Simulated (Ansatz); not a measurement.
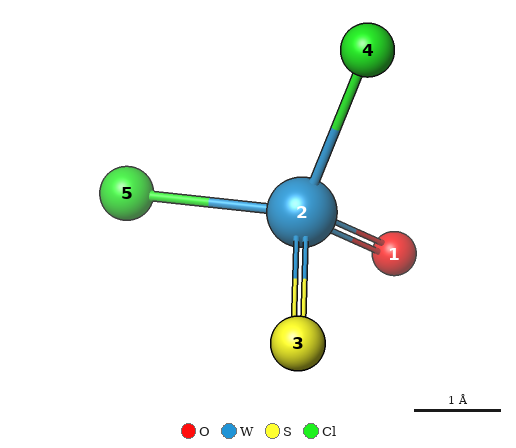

Orthographic view. Depth is shown by fading: the farther an atom, the more it takes the colour of the background. The species is neutral and a spin singlet. The computed structure is the end point of a PBE0-D4/def2-TZVP optimisation.

Write a Z-matrix (Å, degrees) in the order of the atom numbers, with these reference atoms: 2 to 1; 3 to 2, 1; 4 to 2, 1, 3; 5 to 2, 1, 3.

```
O  
W    1   1.687
S    2   2.119   1   107.5
Cl   2   2.247   1   108.7   3   118.1
Cl   2   2.247   1   108.7   3  -118.1
```
